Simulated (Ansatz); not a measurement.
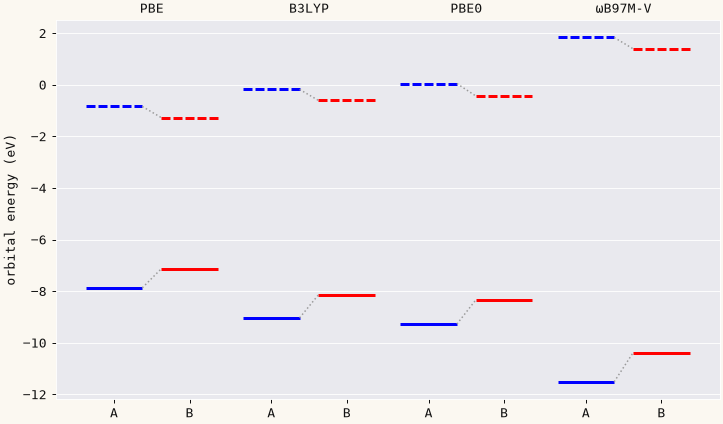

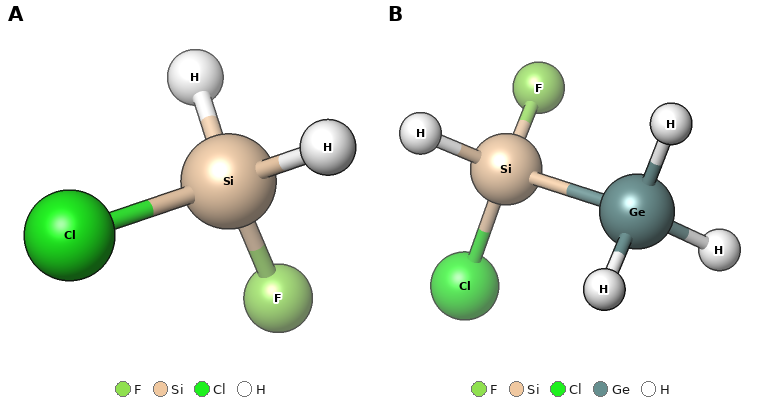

One change: A, SiH₂ClF (SMILES F[SiH2]Cl), becomes B, GeSiH₄ClF (SMILES F[Si@@H](Cl)[GeH3]). H on Si is replaced by GeH₃. HOMO (solid) and LUMO (dashed) computed in def2-TZVPP at PBE0-D4/def2-TZVP geometries, both minima by their frequencies, gas phase, the Ansatz code 0.2.0. Empty levels above zero depend strongly on the basis.

> What does the change do to HOMO and LUMO?

PBE: the HOMO rises by 0.74 eV, the LUMO falls by 0.43 eV, and the separation goes from 7.03 to 5.86 eV. B3LYP: the HOMO rises by 0.89 eV, the LUMO falls by 0.43 eV, and the separation goes from 8.85 to 7.53 eV. PBE0: the HOMO rises by 0.93 eV, the LUMO falls by 0.48 eV, and the separation goes from 9.32 to 7.91 eV. ωB97M-V: the HOMO rises by 1.13 eV, the LUMO falls by 0.44 eV, and the separation goes from 13.35 to 11.78 eV.

> Do the functionals agree on the effect?

They agree on the direction for both levels; the HOMO shift lies between 0.74 and 1.13 eV and the LUMO shift between −0.48 and −0.43 eV, while the separations themselves differ by up to 6.3 eV between functionals.
